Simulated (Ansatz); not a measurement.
## What a tighter setting buys: kpoints.mp_grid.grid, Sr4Nb3PO14 (P1, 22 atoms in the cell)

Cell: a = 3.9735 Å, b = 5.6293 Å, c = 13.2952 Å, α = 86.20°, β = 81.48°, γ = 89.57°.

Computed with PBEsol, default PAW files made with PBE (plane waves; Ansatz, an electronic-structure program).

Base settings: basis.ecutwfc = 420 eV; kpoints.mp_grid.grid = 4 3 1; hamiltonian.xc = pbesol; hamiltonian.pseudopotentials = {kind: paw} (the program's default PAW files); scf.occupations.method = fermi_dirac; scf.occupations.width = 0.01 eV.

Misses are taken against the tightest run, 9 7 3, which need not be fully converged itself. The energy is the free energy per atom.

The count of work is k-points × plane waves × bands × iterations; it is no time, and leaves out set-up, grids and terms that scale otherwise. Core times come from one kind of shared machine and are given to one figure; runs under 30 s give none.

The starting cell comes from a database of computed structures (which also holds hypothetical and non-ambient phases and stackings), without a prior relaxation at this level. Its lattice was rescaled by a random factor within 2.5 % of one. In the base run, forces exceed 1 eV/Å. Ansatz's pressure includes its estimate of the finite-basis (Pulay) stress.

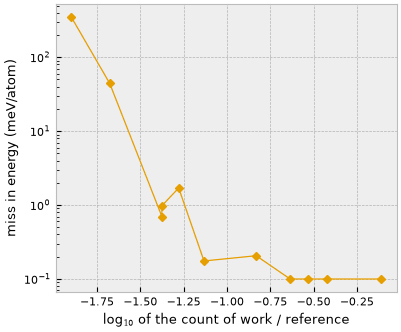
Miss against the count of work; the reference run is not drawn, and misses under 0.1 meV/atom are drawn there.

| kpoints.mp_grid.grid | energy less reference (meV/atom) | pressure less reference (GPa) | largest difference in the force on any atom (eV/Å) | count of work / reference | core time / reference (rough) |
|---|---|---|---|---|---|
| 1 1 1 | 349.35 | 2.02 | 7.775 | 0.013 | – |
| 2 1 1 | 44.19 | 0.47 | 1.427 | 0.021 | – |
| 2 2 1 | -0.98 | -0.15 | 0.822 | 0.042 | – |
| 3 2 1 | -0.70 | -0.03 | 0.092 | 0.042 | – |
| 3 3 1 | -1.70 | -0.05 | 0.090 | 0.053 | – |
| 4 3 1 | -0.18 | -0.01 | 0.011 | 0.074 | – |
| 4 3 2 | -0.21 | -0.01 | 0.011 | 0.15 | 0.3 |
| 5 4 2 | -0.01 | 0.00 | 0.004 | 0.23 | 0.3 |
| 6 4 2 | 0.01 | 0.00 | 0.001 | 0.29 | 0.6 |
| 7 5 2 | 0.00 | 0.00 | 0.000 | 0.38 | 0.7 |
| 8 6 3 | 0.00 | 0.00 | 0.000 | 0.78 | 0.9 |
| 9 7 3 | 0.00 | 0.00 | 0.000 | 1.0 | 1 |

Coarsest setting among those run that, with all tighter ones, holds the energy within 5 meV/atom of the reference: 2 2 1, off by 0.98 meV/atom; it needs 0.042 of the reference's count of work.

Coarsest setting among those run that, with all tighter ones, holds the energy within 0.5 meV/atom of the reference: 4 3 1, off by 0.18 meV/atom; it needs 0.074 of the reference's count of work.

The step from 1 1 1 to 2 2 1: it takes the miss in the energy from 350 to 0.98 meV/atom, for 3.3 times the count of work.

Keys are those of Ansatz 0.2.
